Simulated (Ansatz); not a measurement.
**PH3F+ (SMILES F[PH3+]) at 6 levels**

We compute a comparison of 6 runs (SVWN5/STO-3G, r2SCAN0/STO-3G, wB97M-V/STO-3G, RPA@PBE/STO-3G, BCCD(T)/STO-3G, CCSDTQ/STO-3G) of PH3F+. 

The calculation is run with Ansatz 0.2.0.

3 further runs of the same task are left out: 1 that didn't finish, 2 set aside as unsound or not needed.

## (1) Starting point

The species is PH3F+ (5 atoms), meant as a singlet with charge +1. As SMILES, `F[PH3+]`. The H5–P2 distance was set to 2.765 Å, away from the relaxed value. At this shape a bond of the SMILES string is far longer than usual.

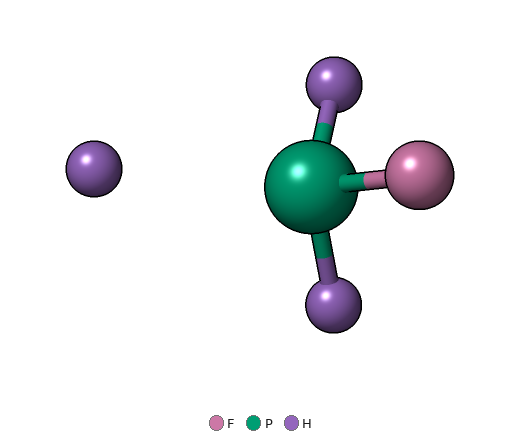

The structure, seen from a chosen angle (fluorine pink, phosphorus teal, hydrogen purple).

## (2) The energy at SVWN5/STO-3G (run 1)

Input file run.yaml:

```yaml
crystal:
  periodic: [false, false, false]
  atoms:
    - {symbol: F, position_ang: [-1.961493, -0.980877, 0.139589]}
    - {symbol: P, position_ang: [-0.473413, -1.253657, -0.232191]}
    - {symbol: H, position_ang: [-0.557823, -1.659897, -1.550881]}
    - {symbol: H, position_ang: [-0.109873, -2.239567, 0.666619]}
    - {symbol: H, position_ang: [0.718590, 1.208890, 0.170830]}
basis:
  gaussian:
    orbitals: STO-3G
accuracy: high
hamiltonian:
  xc: {name: SVWN5}
total_charge: 1
```

Launch:

```
$ ansatz run run.yaml --threads 1 --pin off --max-ram 2610MiB --events-out events.jsonl --progress --plain --runs-dir runs
```

The program printed:

```text
Warning: RAYON_NUM_THREADS=1 ignored (pool sized by the plan → 1); use --threads N
Functional definition: SVWN5
  name "SVWN5"
  exchange = slater_x
  correlation = vwn5_c
289 factors; integrals over basis functions are off by at most 3.3e-8 eV
mean field evaluation 1: about -11837.4965 eV, gradient 2.9e1 eV
mean field evaluation 2: about -11760.7877 eV, gradient 1.4e2 eV
mean field evaluation 4: about -11842.4391 eV, gradient 1.3e1 eV
mean field evaluation 8: about -11842.4391 eV, gradient 1.3e1 eV
mean field evaluation 16: about -11844.0990 eV, gradient 2.6e-8 eV
mean field -11844.09902088 eV, -435.2626107987 hartree, gradient 1.4e-8 eV, S^2 0.000000; 0 other end points of the search recorded, 0 dependent functions left out
reference -11844.09902267 eV, -435.2626108643 hartree; 13, 13 occupied and 4, 4 virtual orbitals, 289 factors
Total energy: -11844.09902267 eV, -435.2626108643 hartree
```

Wall time 0.4 s (1 thread of Intel Xeon Platinum 8559C (Emerald Rapids), shared host).

## (3) The energy at r2SCAN0/STO-3G (run 2)

Input file molecule.yaml:

```yaml
crystal:
  periodic: [false, false, false]
  atoms:
    - symbol: F
      position_ang: [-1.961493, -0.980877, 0.139589]
    - symbol: P
      position_ang: [-0.473413, -1.253657, -0.232191]
    - symbol: H
      position_ang: [-0.557823, -1.659897, -1.550881]
    - symbol: H
      position_ang: [-0.109873, -2.239567, 0.666619]
    - symbol: H
      position_ang: [0.718590, 1.208890, 0.170830]
basis:
  gaussian: {orbitals: STO-3G}
magnetization: {spin_polarized: false, initial_magnetization: 0}
hamiltonian: {xc: {name: r2SCAN0}}
accuracy: high
total_charge: 1
```

Launch:

```
$ ansatz run molecule.yaml --threads 1 --pin off --max-ram 2610MiB --events-out events.jsonl --progress --plain --runs-dir runs
```

The program printed:

```text
Warning: RAYON_NUM_THREADS=1 ignored (pool sized by the plan → 1); use --threads N
Functional definition: r2SCAN0
  name "r2SCAN0"
  parameter a = 0.25
  parameter k0 = 0.174
  parameter k1 = 0.065
  parameter a1 = 4.9479
  exchange = (1 - a)*r2scan_x(k0 = k0, k1 = k1, a1 = a1) + a*exact_x
  correlation = r2scan_c
289 factors; integrals over basis functions are off by at most 3.3e-8 eV
mean field evaluation 1: about -11890.4601 eV, gradient 2.6e1 eV
mean field evaluation 2: about -11843.1480 eV, gradient 9.9e1 eV
mean field evaluation 4: about -11894.1891 eV, gradient 1.2e1 eV
mean field evaluation 8: about -11895.8154 eV, gradient 5.0e-1 eV
mean field evaluation 16: about -11895.7885 eV, gradient 1.8e-5 eV
mean field -11895.78854301 eV, -437.1621657007 hartree, gradient 2.7e-8 eV, S^2 0.000000; 0 other end points of the search recorded, 0 dependent functions left out
reference -11895.78854331 eV, -437.1621657115 hartree; 13, 13 occupied and 4, 4 virtual orbitals, 289 factors
Total energy: -11895.78854331 eV, -437.1621657115 hartree
```

It took 1.1 s on 1 thread of Intel Xeon Platinum 8559C (Emerald Rapids), shared host; peak memory 0.15 GiB.

Runs 3 to 5 aren't shown in full; the table further down has their settings and results.

## (4) A single-point energy at CCSDTQ/STO-3G (run 6)

Input file input.yaml:

```yaml
crystal:
  periodic: [false, false, false]
  atoms:
    - {symbol: F, position_ang: [-1.961493, -0.980877, 0.139589]}
    - {symbol: P, position_ang: [-0.473413, -1.253657, -0.232191]}
    - {symbol: H, position_ang: [-0.557823, -1.659897, -1.550881]}
    - {symbol: H, position_ang: [-0.109873, -2.239567, 0.666619]}
    - {symbol: H, position_ang: [0.718590, 1.208890, 0.170830]}
basis:
  gaussian: {orbitals: STO-3G}
total_charge: 1
correlation: {method: ccsdtq, frozen_orbitals: {F: 1, H: 0, P: 5}}
accuracy: high
scf: {omitted_lower_state_checks: [cluster_reference, increment]}
```

Launch:

```
$ ansatz run input.yaml --threads 1 --pin off --max-ram 2610MiB --events-out events.jsonl --progress --plain --runs-dir runs
```

The program printed:

```text
Warning: RAYON_NUM_THREADS=1 ignored (pool sized by the plan → 1); use --threads N
[... 11 lines left out ...]
6 core orbitals not correlated: weight in the atoms' cores, before any rotation towards them, 1.000 or more for the frozen orbitals, at most 0.000 for the correlated occupied ones
[... 39 lines left out ...]
WARN: these amplitudes may be one of several solutions (largest doubles amplitude 0.70, level shift 5.98 eV)
Total energy: -11874.82360706 eV, -436.3917185150 hartree
Checks for a lower state left out: cluster_reference, increment
```

Wall time 2.5 s (1 thread of Intel Xeon Platinum 8559C (Emerald Rapids), shared host); peak memory 0.12 GiB.

## (5) All runs side by side

| run | level | frozen core orbitals | energy (Eh) | wall time |
| --- | --- | --- | --- | --- |
| 1 | SVWN5/STO-3G | – | -435.262611 | 0.4 s |
| 2 | r2SCAN0/STO-3G | – | -437.162166 | 1.1 s |
| 3 | wB97M-V/STO-3G | – | -437.231854 | 6.3 s |
| 4 | RPA@PBE/STO-3G | 6 | -436.429028 | 1.1 s |
| 5 | BCCD(T)/STO-3G | 6 | -436.390067 | 0.14 s |
| 6 | CCSDTQ/STO-3G | 6 | -436.391719 | 2.5 s |

## (6) Summary of results

| quantity | value |
| --- | --- |
| run 6: total energy | -436.39172 Eh |
| run 6: correlation energy (6 core orbitals frozen) | -194.7 mEh |
| run 6: T1 diagnostic | 0.075 |

Totals of different functionals can't be ranked against each other. In runs 4, 5, 6 the log says that unrestricted orbitals would lower the reference, so the values rest on an unstable closed-shell determinant (other closed-shell runs at this shape may share the fault). In runs 1, 2, 3, 4, 5, 6 the basis is minimal, so the values are rough. All runs together took 12 s, the longest 6.3 s.
